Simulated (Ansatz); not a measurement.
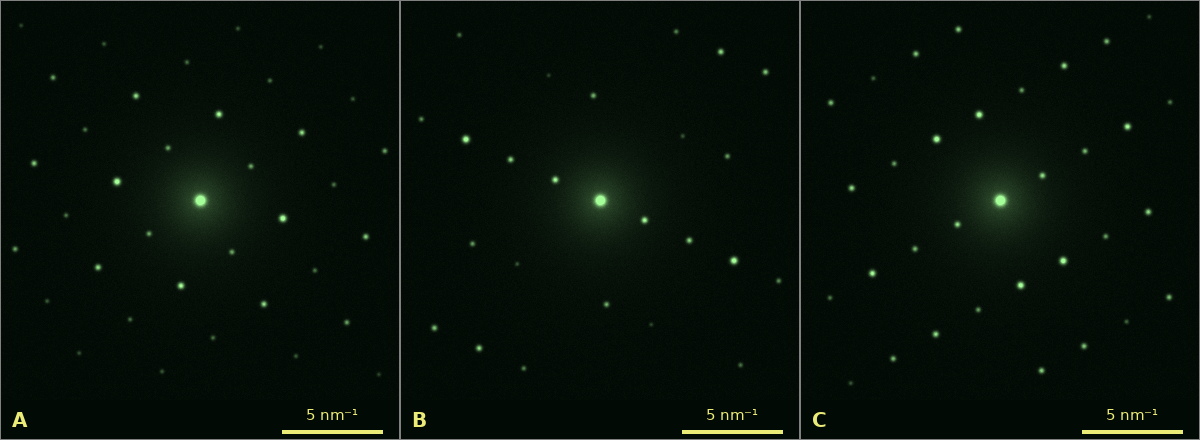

Computed electron diffraction patterns, 200 kV, single scattering only, B = 0.5 Å².

All three come from CaHg2Ru2, space group P-3m1 (No. 164), a = 4.71 Å, c = 5.49 Å (hexagonal axes). Structure: the geometry relaxed with DFT, PAW plane waves, pbe in Ansatz; the starting structure was generated, so it need not be a known form of this composition.

> Assign the zone axes [102], [201], [211] to A, B and C.

A is [211]: centred rectangular net of -1 1 1 at d = 3.27 Å and 0 -1 1 at d = 3.27 Å, at 88.1°. B is [102]: rectangular net of 0 -1 0 at d = 4.08 Å and -2 1 1 (itself too weak to see) at d = 2.16 Å, at 90.0°. C is [201]: centred rectangular net of 0 1 0 at d = 4.08 Å and 1 0 -2 at d = 2.28 Å, at 73.8°.
